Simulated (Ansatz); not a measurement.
# CH2AlClS: single points with varied inputs

How do the results and run time of CH2AlClS respond when the settings are drawn wide?

The runs use Ansatz 0.2.0, Gaussian basis; the settings change from run to run.

**1. The molecule**

The geometry comes from an earlier relaxation with PBE0-D4 in a triple-zeta def2 set; it is a stationary point.

6 atoms, charge 0, spin multiplicity 1.

Atoms are counted from 1 here; the program's logs count them from 0.

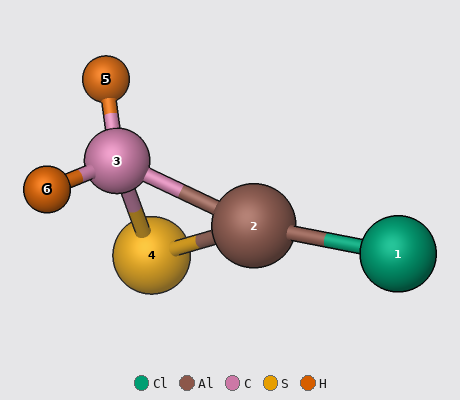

The structure; chlorine teal, aluminium brown, carbon pink, sulfur amber, hydrogen orange; atoms are numbered from 1 in the order of the file.

Geometry (Å):

```xyz
6

Cl   -1.2450   -2.6962    0.7079
Al   -0.5391   -0.8820    0.0111
C     0.5327    0.6804    0.1184
S    -0.5599    0.6057   -1.4744
H     1.5888    0.6897   -0.1388
H     0.2647    1.5383    0.7298
```

**2. BLYP/def2-TZVP**

Options: a grid of angular degree 11, relativity set to none, high accuracy, the search for lower states set to off.

The input, in.yaml:

```yaml
crystal:
  periodic: [false, false, false]
  atoms:
    - {symbol: Cl, position_ang: [-1.244978, -2.696171, 0.707940]}
    - {symbol: Al, position_ang: [-0.539067, -0.882036, 0.011069]}
    - {symbol: C, position_ang: [0.532687, 0.680386, 0.118356]}
    - {symbol: S, position_ang: [-0.559928, 0.605695, -1.474398]}
    - {symbol: H, position_ang: [1.588832, 0.689716, -0.138817]}
    - {symbol: H, position_ang: [0.264653, 1.538308, 0.729750]}
basis:
  gaussian: {orbitals: def2-TZVP, final_grid: {core_spheres: 5, valence_spheres: 4, degree: 11}}
hamiltonian: {xc: {name: BLYP}, pseudopotentials: {relativity: none}}
accuracy: high
scf: {lower_state_search: off}
output: {forces: true}
```

Launch:

```sh
$ ansatz run in.yaml --threads 2 --pin off --events-out ev --progress --plain --max-ram 4352MiB
```

The log of the run (excerpt; [...] marks lines left out):

```text
Functional definition: BLYP
  name "BLYP"
  cite "Becke, Phys. Rev. A 38, 3098 (1988) doi:10.1103/PhysRevA.38.3098"
  cite "Lee, Yang & Parr, Phys. Rev. B 37, 785 (1988) doi:10.1103/PhysRevB.37.785"
[...]
2569 factors; integrals over basis functions are off by at most 1.3e-8 eV
[...]
mean field -31027.14376754 eV, -1140.2265025037 hartree, gradient 9.0e-8 eV, S^2 0.000000; 0 other end points of the search recorded, 0 dependent functions left out
[...]
reference -31027.14383863 eV, -1140.2265051163 hartree; 27, 27 occupied and 127, 127 virtual orbitals, 2569 factors
Total energy: -31027.14383863 eV, -1140.2265051163 hartree
Atom 0 at    -1.244978    -2.696171     0.707940 Å, force    -0.118828    -0.354928     0.165564 eV/Å
Atom 1 at    -0.539067    -0.882036     0.011069 Å, force    -0.059368    -0.126768     0.033568 eV/Å
Atom 2 at     0.532687     0.680386     0.118356 Å, force     0.386819     0.071907     0.519527 eV/Å
Atom 3 at    -0.559928     0.605695    -1.474398 Å, force    -0.378846     0.223427    -0.795977 eV/Å
Atom 4 at     1.588832     0.689716    -0.138817 Å, force     0.183898     0.029855    -0.026140 eV/Å
Atom 5 at     0.264653     1.538308     0.729750 Å, force    -0.013675     0.156506     0.103459 eV/Å
Dipole moment:     0.104495    -0.123175     0.279562 e Å
Checks for a lower state left out: stability, starts, cluster_reference, orbital_swaps, neighbouring_geometries, increment
```

It took 4.7 s on 2 threads of Arm Neoverse V2, shared host.

Largest force 0.909 eV/Å, dipole 1.55 D.

**3. CAM-B3LYP/6-31G**

Set apart from the defaults: density fitting with def2-universal-jkfit, D3(BJ) with three-body dispersion.

in.yaml, as its differences from that of step 2:

```diff
@@ -10,6 +10,3 @@
 basis:
-  gaussian: {orbitals: def2-TZVP, final_grid: {core_spheres: 5, valence_spheres: 4, degree: 11}}
-hamiltonian: {xc: {name: BLYP}, pseudopotentials: {relativity: none}}
-accuracy: high
-scf: {lower_state_search: off}
-output: {forces: true}
+  gaussian: {orbitals: 6-31G, fitting: {mean_field: def2-universal-jkfit}}
+hamiltonian: {xc: {name: CAM-B3LYP}, dispersion: d3bjatm}
```

Launched as before.

The log of the run (excerpt; [...] marks lines left out):

```text
Functional definition: CAM-B3LYP
  name "CAM-B3LYP"
  cite "Yanai, Tew & Handy, Chem. Phys. Lett. 393, 51 (2004) doi:10.1016/j.cplett.2004.06.011"
  cite "Iikura, Tsuneda, Yanai & Hirao, J. Chem. Phys. 115, 3540 (2001) doi:10.1063/1.1383587"
  cite "Becke, Phys. Rev. A 38, 3098 (1988) doi:10.1103/PhysRevA.38.3098"
  cite "Lee, Yang & Parr, Phys. Rev. B 37, 785 (1988) doi:10.1103/PhysRevB.37.785"
  cite "Vosko, Wilk & Nusair, Can. J. Phys. 58, 1200 (1980) doi:10.1139/p80-159"
[...]
  # Exact exchange under (alpha + beta erf(omega r))/r, Becke's under what is left of 1/r.
[...]
495 factors; integrals over basis functions are off by at most 3.8e-2 eV
495 factors; integrals over basis functions are off by at most 5.0e-7 eV
[...]
mean field -31022.44536756 eV, -1140.0538394893 hartree, gradient 2.1e-5 eV, S^2 0.000000; 0 other end points of the search recorded, 0 dependent functions left out
reference -31022.44548209 eV, -1140.0538436979 hartree; 27, 27 occupied and 25, 25 virtual orbitals, 495 factors
Total energy: -31022.58279869 eV, -1140.0588899900 hartree
```

Wall time 0.7 s (2 threads of Arm Neoverse V2, shared host).

**4. wB97/ANO-RCC-VTZP**

Set apart from the defaults: relativity set to scalar.

in.yaml, as its differences from that of step 3:

```diff
@@ -10,3 +10,4 @@
 basis:
-  gaussian: {orbitals: 6-31G, fitting: {mean_field: def2-universal-jkfit}}
-hamiltonian: {xc: {name: CAM-B3LYP}, dispersion: d3bjatm}
+  gaussian: {orbitals: ANO-RCC-VTZP}
+hamiltonian: {xc: {name: wB97}, pseudopotentials: {relativity: scalar}}
+output: {forces: true}
```

The command is unchanged.

The log of the run (excerpt; [...] marks lines left out):

```text
Functional definition: wB97
  name "wB97"
  cite "Chai & Head-Gordon, J. Chem. Phys. 128, 084106 (2008) doi:10.1063/1.2834918"
  cite "Becke, J. Chem. Phys. 107, 8554 (1997) doi:10.1063/1.475007"
[...]
  # The coefficients of nought are those of the uniform gas.
[...]
      + integral(e_c_pw_opposite_spin*poly(b97_u_opposite, 1, cos1, cos2, cos3, cos4))
1345 factors; their error is unknown
407 factors; integrals over basis functions are off by at most 2.3e-5 eV
[...]
mean field -31108.61819325 eV, -1143.2206324233 hartree, gradient 3.5e-5 eV, S^2 0.000000; 0 other end points of the search recorded, 0 dependent functions left out
[...]
reference -31108.61817751 eV, -1143.2206318448 hartree; 27, 27 occupied and 133, 133 virtual orbitals, 1345 factors
Total energy: -31108.61817751 eV, -1143.2206318448 hartree
Relativity: scalar
Atom 0 at    -1.244978    -2.696171     0.707940 Å, force     0.048566     0.128788    -0.052009 eV/Å
Atom 1 at    -0.539067    -0.882036     0.011069 Å, force     0.008106     0.126571    -0.111021 eV/Å
Atom 2 at     0.532687     0.680386     0.118356 Å, force    -0.185906    -0.074342    -0.210565 eV/Å
Atom 3 at    -0.559928     0.605695    -1.474398 Å, force     0.148962    -0.161189     0.384527 eV/Å
Atom 4 at     1.588832     0.689716    -0.138817 Å, force    -0.021571    -0.002443     0.002224 eV/Å
Atom 5 at     0.264653     1.538308     0.729750 Å, force     0.001843    -0.017385    -0.013156 eV/Å
Dipole moment:     0.113191    -0.150381     0.319383 e Å
```

It took 13 s on 2 threads of Arm Neoverse V2, shared host; peak memory 0.42 GiB.

Largest force 0.443 eV/Å, dipole 1.78 D.

**5. B3LYP/6-31G***

This run has coordinates scaled by 1.12, D3(BJ) dispersion, high accuracy.

The input, in.yaml:

```yaml
crystal:
  periodic: [false, false, false]
  atoms:
    - {symbol: Cl, position_ang: [-1.394375, -3.019711, 0.792893]}
    - {symbol: Al, position_ang: [-0.603755, -0.987880, 0.012397]}
    - {symbol: C, position_ang: [0.596609, 0.762033, 0.132559]}
    - {symbol: S, position_ang: [-0.627119, 0.678379, -1.651326]}
    - {symbol: H, position_ang: [1.779492, 0.772482, -0.155475]}
    - {symbol: H, position_ang: [0.296412, 1.722905, 0.817320]}
basis:
  gaussian: {orbitals: "6-31G*"}
hamiltonian: {xc: {name: B3LYP}, dispersion: d3bj}
accuracy: high
output: {forces: true}
```

Launched as before.

The log of the run (excerpt; [...] marks lines left out):

```text
Functional definition: B3LYP
  name "B3LYP"
  cite "Stephens, Devlin, Chabalowski & Frisch, J. Phys. Chem. 98, 11623 (1994) doi:10.1021/j100096a001"
  cite "Becke, Phys. Rev. A 38, 3098 (1988) doi:10.1103/PhysRevA.38.3098"
  cite "Lee, Yang & Parr, Phys. Rev. B 37, 785 (1988) doi:10.1103/PhysRevB.37.785"
  cite "Vosko, Wilk & Nusair, Can. J. Phys. 58, 1200 (1980) doi:10.1139/p80-159"
[...]
1546 factors; integrals over basis functions are off by at most 4.8e-9 eV
[...]
mean field -31024.76974455 eV, -1140.1392587681 hartree, gradient 5.9e-8 eV, S^2 0.000000; 0 other end points of the search recorded, 0 dependent functions left out
[...]
reference -31024.76978285 eV, -1140.1392601754 hartree; 27, 27 occupied and 49, 49 virtual orbitals, 1546 factors
Total energy: -31025.03084589 eV, -1140.1488540651 hartree
Atom 0 at    -1.394375    -3.019711     0.792893 Å, force     0.804775     2.085814    -0.811774 eV/Å
Atom 1 at    -0.603755    -0.987880     0.012397 Å, force     0.482766     1.411124    -0.642190 eV/Å
Atom 2 at     0.596609     0.762033     0.132559 Å, force     0.380703     0.462991     0.128402 eV/Å
Atom 3 at    -0.627119     0.678379    -1.651326 Å, force     0.691829    -1.502721     2.523016 eV/Å
Atom 4 at     1.779492     0.772482    -0.155475 Å, force    -3.057777    -0.025321     0.632935 eV/Å
Atom 5 at     0.296412     1.722905     0.817320 Å, force     0.697705    -2.431888    -1.830389 eV/Å
Dipole moment:     0.219229     0.025100     0.309552 e Å
```

It took 4.4 s on 2 threads of Arm Neoverse V2, shared host.

Largest force 3.123 eV/Å, dipole 1.83 D.

**6. r2SCAN50/def2-SVPD**

This run has atoms shaken by 0.03 Å, D3(BJ) dispersion.

The input, in.yaml:

```yaml
crystal:
  periodic: [false, false, false]
  atoms:
    - {symbol: Cl, position_ang: [-1.268464, -2.665334, 0.717650]}
    - {symbol: Al, position_ang: [-0.524364, -0.948577, 0.098740]}
    - {symbol: C, position_ang: [0.583430, 0.656354, 0.120623]}
    - {symbol: S, position_ang: [-0.565143, 0.587829, -1.425985]}
    - {symbol: H, position_ang: [1.638628, 0.708333, -0.169235]}
    - {symbol: H, position_ang: [0.256472, 1.578405, 0.718714]}
basis:
  gaussian: {orbitals: def2-SVPD}
hamiltonian: {xc: {name: r2SCAN50}, dispersion: d3bj}
output: {forces: true}
```

Same command.

The log of the run (excerpt; [...] marks lines left out):

```text
Warning: the engine holds no damping parameters fitted to this dispersion correction and functional, so the run takes those fitted to r2scan50 beside the three-body term, which d3bj leaves out (hamiltonian.dispersion, under Limitations)
Functional definition: r2SCAN50
  name "r2SCAN50"
  cite "Bursch, Neugebauer, Ehlert & Grimme, J. Chem. Phys. 156, 134105 (2022) doi:10.1063/5.0086040"
  cite "Furness, Kaplan, Ning, Perdew & Sun, J. Phys. Chem. Lett. 11, 8208 (2020) doi:10.1021/acs.jpclett.0c02405"
  cite "Furness, Kaplan, Ning, Perdew & Sun, J. Phys. Chem. Lett. 11, 9248 (2020) doi:10.1021/acs.jpclett.0c03077"
  parent r2scan
[...]
1063 factors; integrals over basis functions are off by at most 1.3e-3 eV
[...]
mean field -31012.68830955 eV, -1139.6952742207 hartree, gradient 7.8e-5 eV, S^2 0.000000; 0 other end points of the search recorded, 0 dependent functions left out
[...]
reference -31012.68832025 eV, -1139.6952746139 hartree; 27, 27 occupied and 87, 87 virtual orbitals, 1063 factors
Total energy: -31012.74561056 eV, -1139.6973799941 hartree
Atom 0 at    -1.268464    -2.665334     0.717650 Å, force    -0.824586    -2.015553     0.786320 eV/Å
Atom 1 at    -0.524364    -0.948577     0.098740 Å, force     1.315044     3.390681    -1.440684 eV/Å
Atom 2 at     0.583430     0.656354     0.120623 Å, force    -1.015933     0.978271     0.675371 eV/Å
Atom 3 at    -0.565143     0.587829    -1.425985 Å, force     0.079743    -0.765196     0.554623 eV/Å
Atom 4 at     1.638628     0.708333    -0.169235 Å, force    -0.306368    -0.053555     0.147044 eV/Å
Atom 5 at     0.256472     1.578405     0.718714 Å, force     0.752101    -1.534647    -0.722674 eV/Å
Dipole moment:     0.098994    -0.286658     0.417337 e Å
```

Run time: 4 s. Hardware: 2 threads of Arm Neoverse V2, shared host.

Largest force 3.912 eV/Å, dipole 2.48 D.

**7. B3LYP/cc-pVTZ**

Options: a point charge of 2.00 e beside it.

The input, in.yaml:

```yaml
crystal:
  periodic: [false, false, false]
  atoms:
    - {symbol: Cl, position_ang: [-1.244978, -2.696171, 0.707940]}
    - {symbol: Al, position_ang: [-0.539067, -0.882036, 0.011069]}
    - {symbol: C, position_ang: [0.532687, 0.680386, 0.118356]}
    - {symbol: S, position_ang: [-0.559928, 0.605695, -1.474398]}
    - {symbol: H, position_ang: [1.588832, 0.689716, -0.138817]}
    - {symbol: H, position_ang: [0.264653, 1.538308, 0.729750]}
basis:
  gaussian: {orbitals: cc-pVTZ, point_charges: [{charge: 2.00, position_ang: [6.449, 0.339, 0.771]}]}
hamiltonian: {xc: {name: B3LYP}}
output: {forces: true}
```

The command is unchanged.

The log of the run (excerpt; [...] marks lines left out):

```text
Functional definition: B3LYP
  name "B3LYP"
  cite "Stephens, Devlin, Chabalowski & Frisch, J. Phys. Chem. 98, 11623 (1994) doi:10.1021/j100096a001"
  cite "Becke, Phys. Rev. A 38, 3098 (1988) doi:10.1103/PhysRevA.38.3098"
  cite "Lee, Yang & Parr, Phys. Rev. B 37, 785 (1988) doi:10.1103/PhysRevB.37.785"
  cite "Vosko, Wilk & Nusair, Can. J. Phys. 58, 1200 (1980) doi:10.1139/p80-159"
[...]
1141 factors; their error is unknown
[...]
mean field -31029.44735547 eV, -1140.3111577988 hartree, gradient 2.9e-5 eV, S^2 0.000000; 0 other end points of the search recorded, 0 dependent functions left out
[...]
reference -31029.44760652 eV, -1140.3111670246 hartree; 27, 27 occupied and 133, 133 virtual orbitals, 1141 factors
Total energy: -31029.44760652 eV, -1140.3111670246 hartree
Atom 0 at    -1.244978    -2.696171     0.707940 Å, force     0.075973    -0.068916     0.059624 eV/Å
Atom 1 at    -0.539067    -0.882036     0.011069 Å, force    -0.491178    -0.367835     0.073080 eV/Å
Atom 2 at     0.532687     0.680386     0.118356 Å, force     0.276701     0.212640     0.284649 eV/Å
Atom 3 at    -0.559928     0.605695    -1.474398 Å, force    -0.014000     0.156348    -0.375366 eV/Å
Atom 4 at     1.588832     0.689716    -0.138817 Å, force     0.114464     0.094345    -0.015992 eV/Å
Atom 5 at     0.264653     1.538308     0.729750 Å, force     0.079489    -0.049653    -0.009180 eV/Å
Dipole moment:    -0.257012    -0.220726     0.228798 e Å
```

Wall time 3.2 s (2 threads of Arm Neoverse V2, shared host).

Largest force 0.618 eV/Å, dipole 1.96 D.

**8. PBEsol/pcseg-2**

Set apart from the defaults: D4 dispersion, high accuracy.

in.yaml, as its differences from that of step 7:

```diff
@@ -10,4 +10,5 @@
 basis:
-  gaussian: {orbitals: cc-pVTZ, point_charges: [{charge: 2.00, position_ang: [6.449, 0.339, 0.771]}]}
-hamiltonian: {xc: {name: B3LYP}}
+  gaussian: {orbitals: pcseg-2}
+hamiltonian: {xc: {name: PBEsol}, dispersion: d4}
+accuracy: high
 output: {forces: true}
```

The command is unchanged.

The log of the run (excerpt; [...] marks lines left out):

```text
Functional definition: PBEsol
  name "PBEsol"
  cite "Perdew et al., Phys. Rev. Lett. 100, 136406 (2008) doi:10.1103/PhysRevLett.100.136406"
  cite "Perdew, Burke & Ernzerhof, Phys. Rev. Lett. 77, 3865 (1996) doi:10.1103/PhysRevLett.77.3865"
  parent pbesol
[...]
2763 factors; integrals over basis functions are off by at most 3.0e-8 eV
[...]
mean field -30959.88353473 eV, -1137.7547345384 hartree, gradient 1.1e-8 eV, S^2 0.000000; 0 other end points of the search recorded, 0 dependent functions left out
[...]
reference -30959.88353881 eV, -1137.7547346885 hartree; 27, 27 occupied and 133, 133 virtual orbitals, 2763 factors
Total energy: -30959.93470452 eV, -1137.7566149938 hartree
Atom 0 at    -1.244978    -2.696171     0.707940 Å, force    -0.028770    -0.061134     0.015743 eV/Å
Atom 1 at    -0.539067    -0.882036     0.011069 Å, force    -0.022543    -0.114997     0.078161 eV/Å
Atom 2 at     0.532687     0.680386     0.118356 Å, force    -0.121359    -0.147207    -0.040972 eV/Å
Atom 3 at    -0.559928     0.605695    -1.474398 Å, force    -0.077129     0.075903    -0.191800 eV/Å
Atom 4 at     1.588832     0.689716    -0.138817 Å, force     0.327162    -0.005935    -0.063222 eV/Å
Atom 5 at     0.264653     1.538308     0.729750 Å, force    -0.077360     0.253369     0.202089 eV/Å
Dipole moment:     0.122846    -0.098267     0.283195 e Å
```

Wall time 9.5 s (2 threads of Arm Neoverse V2, shared host); peak memory 0.53 GiB.

Largest force 0.333 eV/Å, dipole 1.56 D.

**9. PBE-QIDH/6-31G***

Options: charge -1, multiplicity 2, atoms shaken by 0.15 Å.

The input, in.yaml:

```yaml
crystal:
  periodic: [false, false, false]
  atoms:
    - {symbol: Cl, position_ang: [-1.287597, -2.827061, 0.663372]}
    - {symbol: Al, position_ang: [-0.393193, -1.111075, 0.298059]}
    - {symbol: C, position_ang: [0.667615, 0.901065, 0.178230]}
    - {symbol: S, position_ang: [-0.715693, 0.826697, -1.309711]}
    - {symbol: H, position_ang: [1.630989, 0.570135, -0.100209]}
    - {symbol: H, position_ang: [-0.019587, 1.597584, 0.890646]}
basis:
  gaussian: {orbitals: "6-31G*"}
total_charge: -1
magnetization: {spin_polarized: true, initial_magnetization: 1}
hamiltonian: {xc: {name: PBE-QIDH}}
output: {forces: true}
```

The command is unchanged.

The log of the run (excerpt; [...] marks lines left out):

```text
Functional definition: PBE-QIDH
  name "PBE-QIDH"
  cite "Brémond, Sancho-García, Pérez-Jiménez & Adamo, J. Chem. Phys. 141, 031101 (2014) doi:10.1063/1.4890314"
  cite "Perdew, Burke & Ernzerhof, Phys. Rev. Lett. 77, 3865 (1996) doi:10.1103/PhysRevLett.77.3865"
[...]
701 factors; integrals over basis functions are off by at most 8.2e-4 eV
[...]
mean field -30997.26703976 eV, -1139.1285530088 hartree, gradient 7.2e-6 eV, S^2 0.807133; 4 other end points of the search recorded, 0 dependent functions left out
16 core orbitals not correlated: weight in the atoms' cores, before any rotation towards them, 1.000 or more for the frozen orbitals, at most 0.000 for the correlated occupied ones
reference -30997.26705176 eV, -1139.1285534498 hartree; 12, 11 occupied and 48, 49 virtual orbitals, 701 factors
second order -13.69294133 eV of doubles, -0.00000000 eV of singles
[...]
Total energy: -31001.83136553 eV, -1139.2962888873 hartree
Atom 0 at    -1.287597    -2.827061     0.663372 Å, force    -2.666364    -3.576735     0.876095 eV/Å
Atom 1 at    -0.393193    -1.111075     0.298059 Å, force     3.539149     5.558991    -2.094480 eV/Å
Atom 2 at     0.667615     0.901065     0.178230 Å, force    -7.052689    -0.276496     0.671030 eV/Å
Atom 3 at    -0.715693     0.826697    -1.309711 Å, force     1.361035    -1.376203     1.696391 eV/Å
Atom 4 at     1.630989     0.570135    -0.100209 Å, force     1.213741     0.969964     0.232591 eV/Å
Atom 5 at    -0.019587     1.597584     0.890646 Å, force     3.605128    -1.299522    -1.381627 eV/Å
Dipole moment:    -0.210851    -0.406344     0.475904 e Å
```

Run time: 8.5 s. Hardware: 2 threads of Arm Neoverse V2, shared host.

Largest force 7.090 eV/Å, ⟨S²⟩ 0.807.

**10. r2SCAN0/aug-cc-pVTZ**

This run has charge +1, multiplicity 2, restricted open-shell orbitals.

The input, in.yaml:

```yaml
crystal:
  periodic: [false, false, false]
  atoms:
    - {symbol: Cl, position_ang: [-1.244978, -2.696171, 0.707940]}
    - {symbol: Al, position_ang: [-0.539067, -0.882036, 0.011069]}
    - {symbol: C, position_ang: [0.532687, 0.680386, 0.118356]}
    - {symbol: S, position_ang: [-0.559928, 0.605695, -1.474398]}
    - {symbol: H, position_ang: [1.588832, 0.689716, -0.138817]}
    - {symbol: H, position_ang: [0.264653, 1.538308, 0.729750]}
basis:
  gaussian: {orbitals: aug-cc-pVTZ}
total_charge: 1
magnetization: {spin_polarized: false, initial_magnetization: 1}
hamiltonian: {xc: {name: r2SCAN0}}
```

Launched as before.

The log of the run (excerpt; [...] marks lines left out):

```text
Functional definition: r2SCAN0
  name "r2SCAN0"
  cite "Bursch, Neugebauer, Ehlert & Grimme, J. Chem. Phys. 156, 134105 (2022) doi:10.1063/5.0086040"
  cite "Furness, Kaplan, Ning, Perdew & Sun, J. Phys. Chem. Lett. 11, 8208 (2020) doi:10.1021/acs.jpclett.0c02405"
  cite "Furness, Kaplan, Ning, Perdew & Sun, J. Phys. Chem. Lett. 11, 9248 (2020) doi:10.1021/acs.jpclett.0c03077"
  parent r2scan
[...]
1416 factors; their error is unknown
[...]
mean field -31015.47652706 eV, -1139.7977393244 hartree, gradient 2.0e-6 eV, S^2 0.750000; 6 other end points of the search recorded, 0 dependent functions left out
reference -31015.47654282 eV, -1139.7977399035 hartree; 27, 26 occupied and 215, 216 virtual orbitals, 1416 factors
Total energy: -31015.47654282 eV, -1139.7977399035 hartree
```

It took 88 s on 2 threads of Arm Neoverse V2, shared host; peak memory 1.4 GiB.

**11. The runs in one table**

```
              level  charge  multiplicity               geometry  functions  energy (eV)   time
     BLYP/def2-TZVP       0             1                relaxed        154   -31027.144  4.7 s
    CAM-B3LYP/6-31G       0             1                relaxed         52   -31022.583  0.7 s
  wB97/ANO-RCC-VTZP       0             1                relaxed        160   -31108.618   13 s
       B3LYP/6-31G*       0             1                 scaled         76   -31025.031  4.4 s
 r2SCAN50/def2-SVPD       0             1                 shaken        114   -31012.746    4 s
      B3LYP/cc-pVTZ       0             1  relaxed, point charge        160   -31029.448  3.2 s
     PBEsol/pcseg-2       0             1                relaxed        160   -30959.935  9.5 s
    PBE-QIDH/6-31G*      -1             2                 shaken         76   -31001.831  8.5 s
r2SCAN0/aug-cc-pVTZ       1             2                relaxed        242   -31015.477   88 s
```

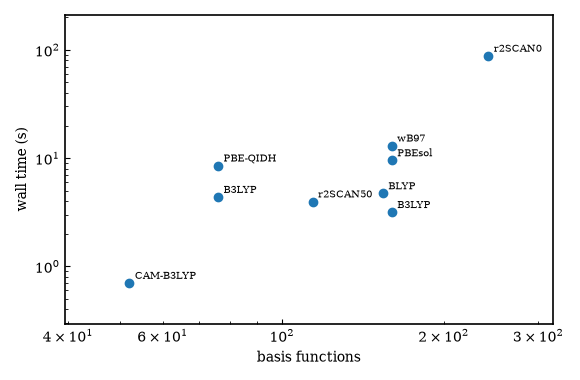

Wall time against the number of basis functions (shared host).

**12. Results**

| quantity | value |
| --- | --- |
| runs | 9 |
| quickest | CAM-B3LYP/6-31G, 0.7 s |
| slowest | r2SCAN0/aug-cc-pVTZ, 88 s |
| spread of total energies, same state and geometry | 148.7 eV |
| dipole, same state and geometry | 1.55 to 1.78 D |

What this shows: r2SCAN0/aug-cc-pVTZ took 126 times as long as CAM-B3LYP/6-31G. The jobs differ in tasks and options as well as level. Total energies at one charge and spin differ by 149 eV between levels, so only differences within one level mean anything. Some of these runs are scalar-relativistic and others not, which shifts the totals of all-electron atoms past neon by eV; core potentials, where a basis has them, take the core out of the total altogether. At the PBE0-D4/def2-TZVP geometry and in the same state, runs without warnings or point charges leave forces up to 0.91 eV/Å (BLYP/def2-TZVP), against 3.9 eV/Å where the atoms were moved. At that geometry and state the dipole changes by 15 % between the lowest and highest value.
